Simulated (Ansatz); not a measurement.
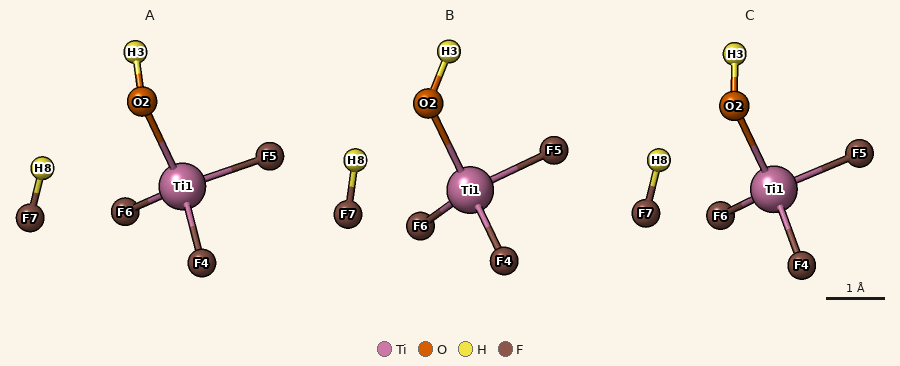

3 geometries from one relaxation of TiH2OF4, in shuffled order. Style: ball-and-stick. Shown at a tilt.

The run prepares an end point of a later path (reaction) calculation, from a guessed geometry.

Theory: Ansatz, RKS revPBE-D4/def2-SVP. Settings: no spin polarisation; force threshold 0.03 eV/Å; at most 50 steps.

Order the frames from highest to lowest energy.

A, C, B. They are steps 0, 3, 10, at +4.85 kcal/mol, +0.66 kcal/mol relative to the last. Over 10 geometry steps the energy falls by 4.85 kcal/mol. The largest force component goes from 1.3 to 0.021 eV/Å. H3 moves most after the best rigid fit: 0.42 Å. By element the largest moves are H 0.42 Å, F 0.36 Å, O 0.26 Å, Ti 0.23 Å. Some distances before and after: Ti1–F7 3.023 → 2.448 Å, Ti1–H8 2.950 → 2.433 Å, Ti1–O2 1.880 → 1.849 Å, F7–H8 0.933 → 0.963 Å. Among the angles between lasting bonds that change: Ti1–O2–H3 120.5° → 126.9°, O2–Ti1–F5 106.5° → 100.1°, O2–Ti1–F4 111.3° → 115.9°. Groups turn about Ti1–O2 by about 55°.

Limits of the set-up: the start holds two separate molecules, 2.2 Å apart at their closest, whose relative position is a soft coordinate.
